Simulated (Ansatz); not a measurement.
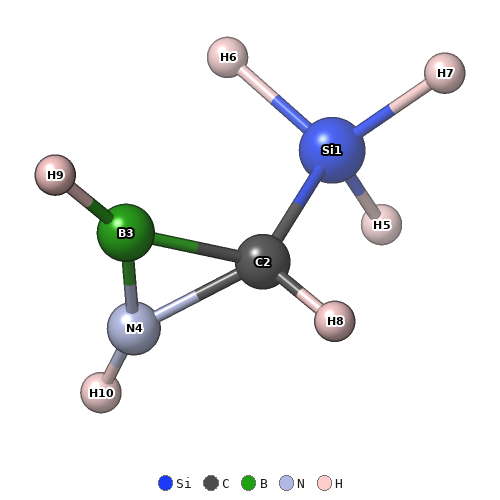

The system is CH₆BNSi, SMILES [SiH3]C1BN1; the picture shows the reference structure. The first coordinate is: bond length Si1–C2; the second: bond length Si1–H6. Nothing is relaxed (all other coordinates rigid). The grid has 15 × 15 points. All energies are given in eV relative to the relaxed molecule at the same level. The reference is spin-restricted, which grows unreliable where a bond is stretched far. Method: RKS PBE0-D4/def2-TZVP in Ansatz 0.2.0.

Its coordinates:

| atom | x (Å) | y (Å) | z (Å) |
| --- | --- | --- | --- |
| Si | -1.1201 | 0.7125 | -0.5320 |
| C | 0.6170 | 0.0955 | -0.2610 |
| B | 1.1276 | -0.3406 | 1.1605 |
| N | 0.8334 | -1.2807 | 0.2535 |
| H | -1.7745 | 0.0699 | -1.7090 |
| H | -1.9494 | 0.4094 | 0.6675 |
| H | -1.1055 | 2.1829 | -0.7624 |
| H | 1.3585 | 0.4265 | -0.9925 |
| H | 1.4974 | -0.1323 | 2.2638 |
| H | 0.5986 | -2.1941 | -0.0855 |

Range: bond length Si1–C2 from 1.528 to 2.795 Å; bond length Si1–H6 from 1.251 to 1.936 Å.

> Predict the map.

The lowest grid point is at bond length Si1–C2 = 1.890 Å, bond length Si1–H6 = 1.496 Å, 0.007 eV from the relaxed molecule at the same level. No other kind of well shows on this grid. The highest grid point, bond length Si1–C2 = 2.795 Å, bond length Si1–H6 = 1.936 Å, lies 3.46 eV above the lowest. Round the minimum the contours are nearly round: the two directions are equally stiff and uncoupled.

```tsv
bond length Si1–H6 ↓, bond length Si1–C2 →	1.528	1.618	1.709	1.799	1.890	1.980	2.071	2.161	2.252	2.342	2.433	2.523	2.614	2.704	2.795
1.936	2.72	1.75	1.21	0.99	0.96	1.07	1.27	1.51	1.79	2.07	2.37	2.66	2.94	3.21	3.47
1.887	2.57	1.60	1.06	0.83	0.81	0.92	1.11	1.35	1.63	1.92	2.21	2.50	2.78	3.05	3.31
1.838	2.43	1.46	0.92	0.69	0.66	0.77	0.96	1.20	1.48	1.77	2.06	2.35	2.63	2.90	3.16
1.789	2.30	1.32	0.78	0.55	0.52	0.63	0.82	1.06	1.34	1.62	1.92	2.21	2.49	2.76	3.02
1.740	2.18	1.20	0.66	0.42	0.39	0.50	0.69	0.93	1.21	1.49	1.79	2.07	2.36	2.63	2.89
1.692	2.07	1.09	0.54	0.31	0.28	0.38	0.57	0.81	1.09	1.37	1.67	1.95	2.24	2.51	2.77
1.643	1.97	0.99	0.44	0.21	0.17	0.28	0.47	0.71	0.98	1.26	1.56	1.85	2.13	2.40	2.66
1.594	1.90	0.91	0.36	0.12	0.09	0.19	0.38	0.62	0.90	1.18	1.47	1.76	2.04	2.32	2.58
1.545	1.85	0.86	0.31	0.07	0.03	0.13	0.32	0.56	0.84	1.12	1.41	1.70	1.98	2.25	2.52
1.496	1.83	0.84	0.28	0.04	0.01	0.11	0.30	0.54	0.81	1.09	1.38	1.67	1.96	2.23	2.49
1.447	1.85	0.86	0.30	0.06	0.02	0.12	0.31	0.55	0.82	1.11	1.40	1.69	1.97	2.24	2.50
1.398	1.93	0.93	0.37	0.13	0.09	0.19	0.38	0.62	0.89	1.17	1.46	1.75	2.03	2.31	2.57
1.349	2.07	1.06	0.51	0.26	0.22	0.32	0.50	0.74	1.02	1.30	1.59	1.88	2.16	2.43	2.69
1.300	2.28	1.28	0.72	0.47	0.43	0.52	0.71	0.95	1.22	1.50	1.79	2.08	2.37	2.64	2.90
1.251	2.59	1.58	1.02	0.77	0.73	0.82	1.01	1.25	1.52	1.80	2.09	2.38	2.67	2.94	3.20
```

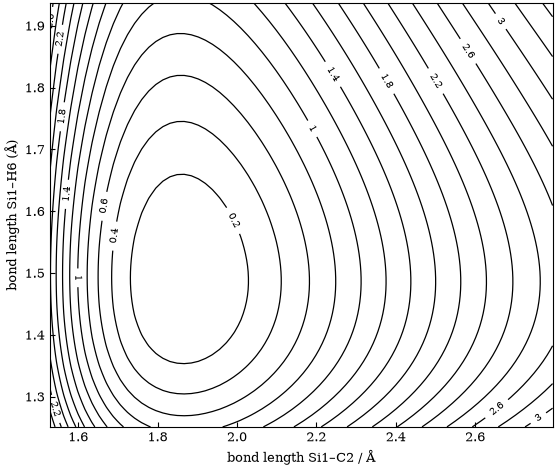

The picture shows contour lines labelled in eV. Between grid points the surface is interpolated.

Each point was launched as `ansatz run input.yaml --threads 1 --pin off --max-ram 2560MiB --backend cpu --events-out ev --progress --plain --runs-dir out`. The whole map (225 points run) took 15 min on 1 thread of Intel(R) Xeon(R) 6975P-C (Granite Rapids), with other jobs on the host.
